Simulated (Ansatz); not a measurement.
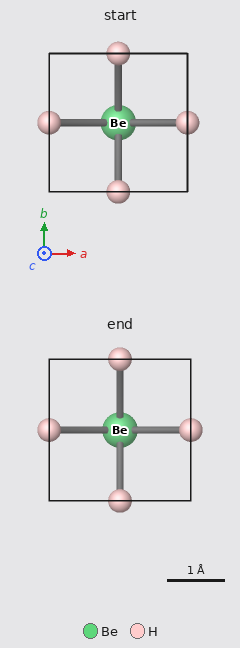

The structure of solid BeH₄ (a generated structure, set up in P4/mmm) before (top) and after (bottom) a relaxation, at one scale.

Style: ball-and-stick. Shown: the cell of the calculation, along the c axis.

Computed with DFT PBE, scalar-relativistic, plane waves, PAW (Ansatz).

Input
```yaml
crystal:
  lattice:
    - [2.4475891566, 0.0, 0.0]
    - [0.0, 2.4475891566, 0.0]
    - [0.0, 0.0, 4.9944379259]
  atoms:
    - { symbol: Be, position: [0.5, 0.5, 0.5] }
    - { symbol: H, position: [0.0, 0.5, 0.7020709034] }
    - { symbol: H, position: [0.5, 0.0, 0.7020709034] }
    - { symbol: H, position: [0.0, 0.5, 0.2979290966] }
    - { symbol: H, position: [0.5, 0.0, 0.2979290966] }
basis:
  ecutwfc: 420
kpoints:
  mp_grid: { grid: [16, 16, 8] }
hamiltonian:
  xc: pbe
scf:
  occupations: { method: gaussian, width: 0.1 }
output:
  forces: true
  stress: true
  eigenvalues: true
  write_density: true
  write_potential: true
  elf: true
  volumetric_format: npy
relax:
  adjacent_minimum: "off"
  f_tol: 0.01
  max_steps: 80
  cell: { stress_tol: 0.05 }
```

Run as
```bash
ansatz run input.yaml --threads 1 --pin off --max-ram 2048MiB --backend cpu --events-out ev --progress --plain --runs-dir out
```

> Describe what moved and what it gained.

The largest moves relative to the cell, 0.035 Å, are those of H2, H3, H4 and H5. H2 goes along −c. Be stays in place. The volume changes by +2.6 %, with a = b 2.448 → 2.506 Å (+2.4 %), c 4.994 → 4.884 Å (−2.2 %). Some distances before and after: Be1–H2 1.586 → 1.574 Å. Among the angles between lasting bonds that change: Be1–H3–Be1 101.0° → 105.5°. The space group stays P4/mmm (No. 123). Over 9 accepted moves (10 points after the start) the energy falls by 8.4 meV per atom. Largest force component: 0.25 eV/Å at the start, 0.00023 eV/Å at the end. The pressure goes from 0.56 to 0.02 GPa. At 1 point the geometry stayed and the basis and grid were re-selected for the new cell (energy shift of 0.3 meV per atom at most each time). The run took 48 s on 1 thread of Arm Neoverse V1, with other jobs on the host, peak memory 0.34 GiB.
